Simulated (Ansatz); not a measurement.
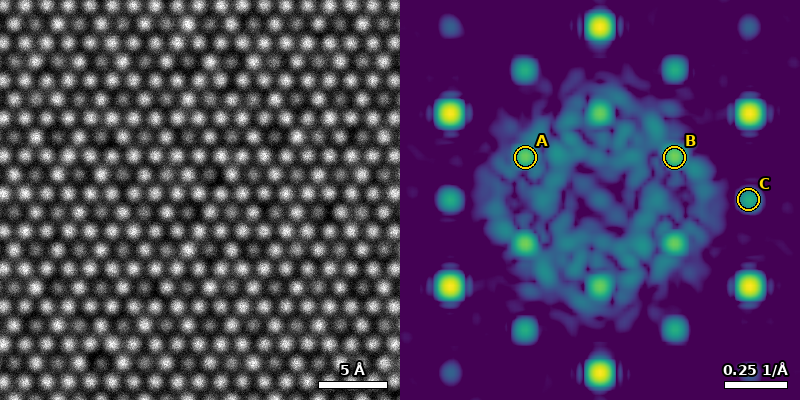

Z-contrast image of GaRh3C (Pm-3m, No. 221) along [111]. The image is simulated as a sum over atoms of Z^1.6, blurred by a 0.93 Å probe (no channelling). Shot noise and the speckle of an amorphous layer were added. Structure used: the end point of a relaxation with DFT PBEsol, scalar-relativistic, plane waves, PAW in Ansatz 0.2.0; the starting structure was generated, so it need not be a known form of this composition.

The right panel is the modulus of the image's Fourier transform on a logarithmic scale.

a = 3.995 Å, b = 3.995 Å, c = 3.995 Å, α = 90.00°, β = 90.00°, γ = 90.00°

> Index the marked spots and give their plane spacings (the zone axis points at the viewer; indices equivalent by symmetry, or all signs reversed, are as good).

A: (1 0 -1), d = 2.82 Å; B: (0 -1 1), d = 2.82 Å; C: (-1 -1 2), d = 1.63 Å. A and B enclose 120°, and every spot obeys the zone law hu + kv + lw = 0 for [111].
